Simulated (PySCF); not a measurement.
Input file:

```
{"job": {"kind": "uv", "xc": "PBE0", "basis": "def2-SVPD", "ip": true, "dynamic": false}, "charge": 0, "multiplicity": 1}
C     -1.965280     0.969419    -1.215738
C     -1.389645     0.503616     0.122301
C     -2.196784    -0.657467     0.704703
C      0.070794     0.146500    -0.003283
C      1.079088     0.770496     0.650133
Si     2.679346    -0.051732     0.149898
C      1.798210    -1.258020    -0.980720
C      0.483244    -0.970483    -0.900303
H     -1.949816     0.161877    -1.965242
H     -1.393094     1.816220    -1.623001
H     -3.012473     1.288685    -1.097133
H     -1.451067     1.347460     0.829758
H     -2.193108    -1.529768     0.031529
H     -3.246956    -0.362309     0.855772
H     -1.788684    -0.980235     1.674000
H      0.890499     1.601429     1.333771
H      3.415849    -0.706290     1.276311
H      3.639353     0.848764    -0.562550
H      2.182771    -2.060150    -1.613677
H     -0.280111    -1.521040    -1.462409
```

Run with:

```sh
OMP_NUM_THREADS=1 python probes_run.py task.json out
```

Geometry: PBE0-D3(BJ)/def2-SVP.

All numbers below come from PBE0/def2-SVPD, SCF density, gas phase in PySCF 2.14.0.

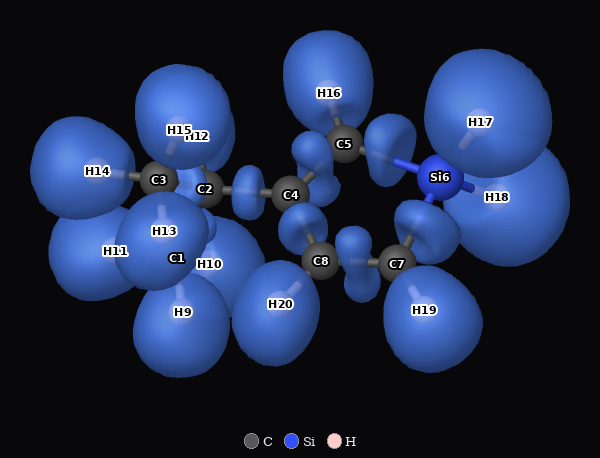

C7H12Si (SMILES CC(C)C1=C[SiH2]C=C1). Isosurface of the electron localisation function at 0.8 (blue), seen at a tilt. Core shells and regions of very low density are left out.

**Identify the bonds, lone pairs and shells in this picture.**

The ELF exceeds this value in six regions between bonded C–C atoms (shared pairs), two regions between bonded C–Si atoms (shared pairs) and twelve regions around hydrogen nuclei. Profiles from the grid: C–C (1.35 Å): the ELF peaks at about 0.90 between the atoms (a covalent bond). C–Si (1.87 Å): the ELF peaks at about 0.95 between the atoms, as expected for localised, covalent bonding.
